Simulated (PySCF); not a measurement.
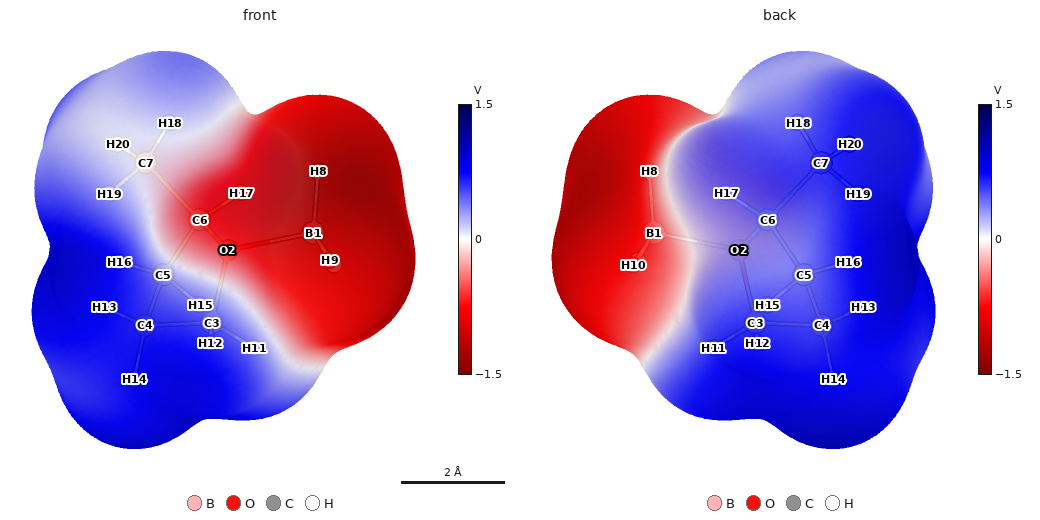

*C5H13BO. The electrostatic potential painted on the density surface at 0.001 e/bohr³, seen from the front and from behind; red is negative and blue positive.*

Geometry: GFN2-xTB, MD frame at 250 fs, 300 K.

Theory: PySCF 2.14.0, PBE0/pcSseg-1, SCF density, gas phase, non-relativistic.

```xyz
20

B    -0.4481    1.7213    1.9227
O    -0.5239    0.7766    0.5185
C    -1.6252   -0.1601    0.4951
C    -1.1220   -1.3223   -0.3373
C     0.2469   -1.4390    0.2579
C     0.6387    0.0111    0.3939
C     1.4793    0.3965   -0.8621
H     0.5310    2.4013    1.8019
H    -1.4779    2.3209    1.8700
H    -0.4688    0.8326    2.7930
H    -1.8503   -0.4238    1.5042
H    -2.5268    0.3864    0.0951
H    -1.0768   -1.0292   -1.3664
H    -1.7890   -2.2129   -0.2185
H     0.0815   -1.9683    1.2816
H     0.8540   -2.1060   -0.3163
H     1.3216    0.2018    1.2789
H     1.7774    1.4208   -0.8062
H     0.6957    0.2536   -1.6687
H     2.2745   -0.2497   -1.0784
```

> Which sites attract a positive test charge, and which a negative one?

A positive charge is drawn to the negative regions and a negative charge to the positive ones. The most negative region (about −1.3 V) lies over H9, the most positive (about +1.0 V) over H14 and H16.
